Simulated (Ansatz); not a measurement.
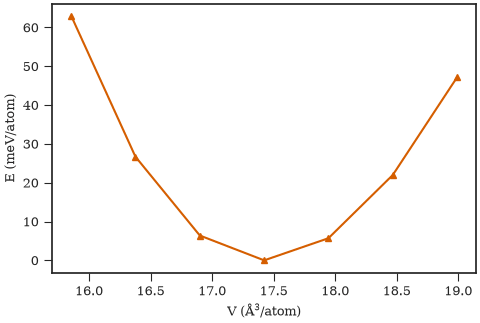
Figure. ZrCu in space group P2_1/m (No. 11; Zr on 2e, Cu on 2e) under volume change, DFT-r²SCAN in the program Ansatz with PAW potentials, shape and atoms relaxed at each volume.

Task: What does a third-order Birch–Murnaghan fit give for V₀, B₀ and B′?

Result: V₀ = 17.42 Å³/atom, B₀ = 123 GPa, B′ = 3.7.

The workflow started from a Materials Project entry (that database holds measured and hypothetical structures alike); the Crystallography Open Database copy checked does not list it. Its standing as an ambient phase is unchecked. The cell was relaxed with r²SCAN under the symmetry of its start; whether a distortion lowers the energy is not shown. No spin polarisation was allowed.

Potentials: the later of the program's two PAW sets.
